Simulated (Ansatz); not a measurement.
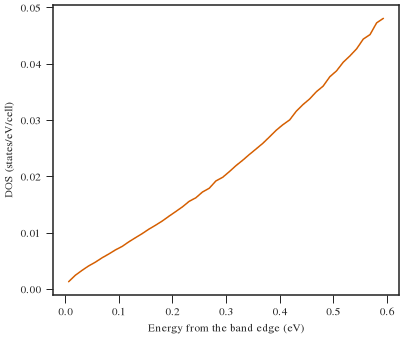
Fig. 1. Density of states of Cd2SeS (P3m1) above the conduction band minimum, PBEsol, rigid bands (Ansatz, a quantum-chemistry and plane-wave program); cell volume 105.5 Å³.

Q: What effective density of states at 300 K does this give (∫ g(E) exp(−E/k_BT) dE, both spins, divided by the cell's size)?

A: 6.7e17 cm⁻³, a density-of-states mass of 0.089 mₑ, valleys and band degeneracy included.

Spin-orbit coupling is left out. Geometry: cell and atoms relaxed with PBEsol.

Computed structure, not matched to a measured one here, so possibly hypothetical: Cd2SeS (P3m1).
